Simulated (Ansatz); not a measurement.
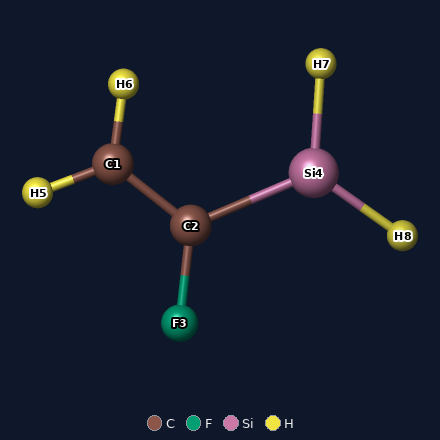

The system is C2H4FSi, charge +1; the picture shows the reference structure. Coordinates scanned: (1) umbrella angle at Si4 (between each of its bonds and their common axis; 90 is planar); (2) change of the bonds Si4–C2, Si4–H7, Si4–H8, all alike. Nothing is relaxed (all other coordinates rigid). The grid has 11 × 11 points; 90 points were computed and 31 follow by symmetry. Points are written as (first, second). Energies: eV, counted from the relaxed molecule at the same level. Method: RKS PBE0-D4/def2-TZVP in Ansatz 0.2.0.

Its coordinates:

```xyz
8

C    -0.4715    1.2562   -0.0588
C     0.1203    0.2305    0.5756
F     0.5272    0.3288    1.8289
Si    0.3641   -1.3224   -0.3129
H    -0.6371    2.2079    0.4396
H    -0.7978    1.1537   -1.0876
H    -0.1105   -1.3682   -1.7043
H     1.0053   -2.4864    0.3195
```

Range: umbrella angle at Si4 (between each of its bonds and their common axis; 90 is planar) from 66.0 to 114.0°; change of the bonds Si4–C2, Si4–H7, Si4–H8, all alike from −0.174 to 0.269 Å.

### Predict the map.

The lowest grid point is at (90.0°, 0.003 Å), 0.00 eV from the relaxed molecule at the same level. It is the only kind of minimum in the scanned range. The highest grid point, (66.0°, −0.174 Å), lies 2.58 eV above the lowest. Round the minimum the two coordinates are nearly uncoupled.

```
second ↓, first →  66.0  70.8  75.6  80.4  85.2  90.0  94.8  99.6  104.4  109.2  114.0
            0.269  2.42  2.09  1.83  1.65  1.54  1.50  1.54  1.65   1.83   2.09   2.42
            0.225  2.08  1.73  1.46  1.27  1.16  1.12  1.16  1.27   1.46   1.73   2.08
            0.180  1.76  1.40  1.12  0.92  0.80  0.76  0.80  0.92   1.12   1.40   1.76
            0.136  1.50  1.13  0.84  0.63  0.51  0.47  0.51  0.63   0.84   1.13   1.50
            0.092  1.30  0.92  0.62  0.40  0.27  0.23  0.27  0.40   0.62   0.92   1.30
            0.047  1.18  0.78  0.47  0.24  0.11  0.06  0.11  0.24   0.47   0.78   1.18
            0.003  1.16  0.75  0.42  0.19  0.05  0.00  0.05  0.19   0.42   0.74   1.16
           −0.041  1.26  0.83  0.49  0.25  0.10  0.06  0.10  0.25   0.49   0.83   1.26
           −0.085  1.50  1.06  0.71  0.46  0.31  0.26  0.31  0.46   0.71   1.06   1.50
           −0.130  1.94  1.47  1.11  0.85  0.69  0.64  0.69  0.85   1.11   1.47   1.94
           −0.174  2.58  2.09  1.72  1.45  1.29  1.24  1.29  1.45   1.72   2.09   2.58
```

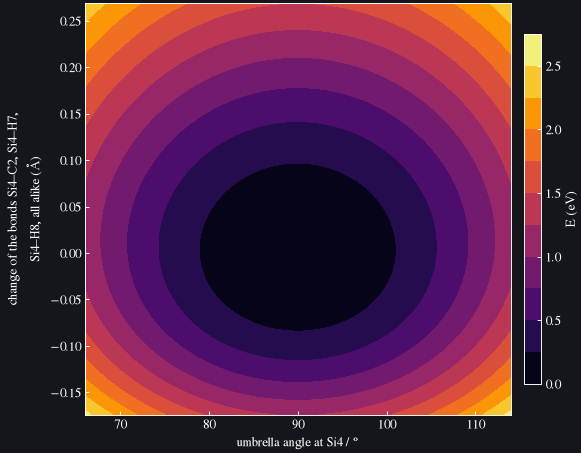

In the figure: filled contours. Between grid points the surface is interpolated.

Each point was launched as `ansatz run input.yaml --threads 1 --pin off --max-ram 2560MiB --backend cpu --events-out ev --progress --plain --runs-dir out`. The whole map (90 points run) took 8.6 min on 1 thread of Arm Neoverse V1, with other jobs on the host.
